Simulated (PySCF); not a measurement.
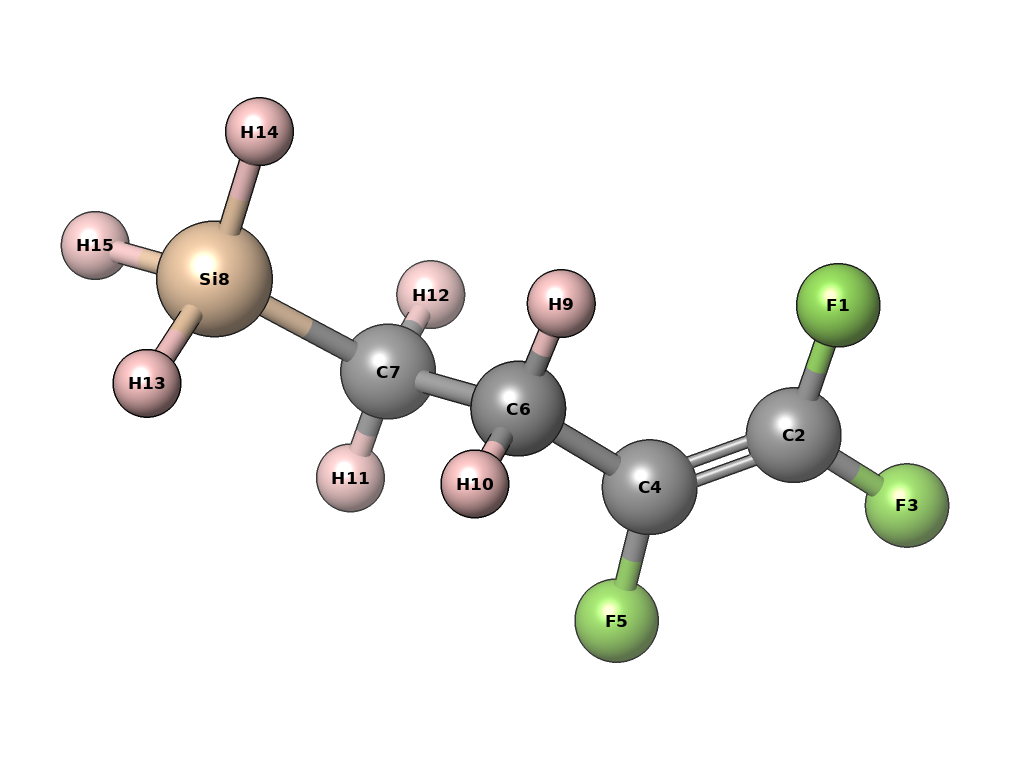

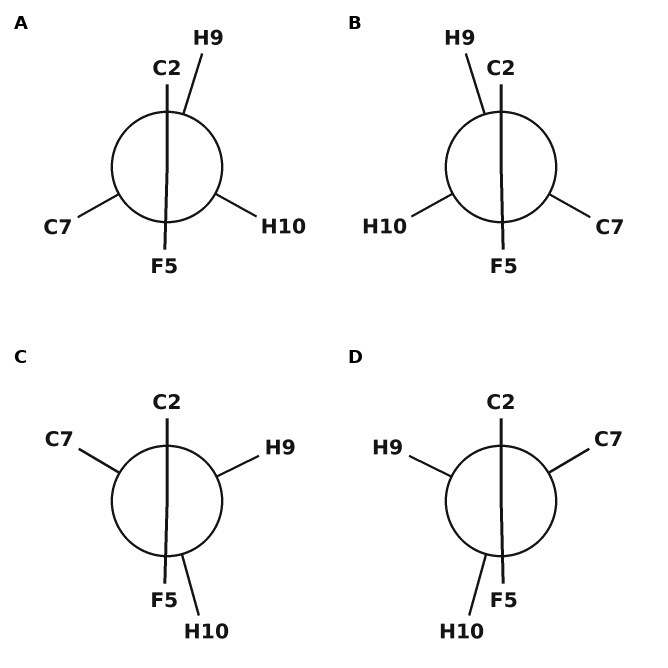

Atoms fade into the background with distance from the viewer. Bonds that would overlap in a projection are set slightly apart. The geometry was computed by an optimisation with PBE0-D3(BJ)/def2-SVP. No frequency run is at hand to confirm it as a minimum.

> Which Newman projection shows the view along C4–C6, with C4 in front?

B. The torsion angle F5–C4–C6–C7 is −59°, synclinal (gauche).
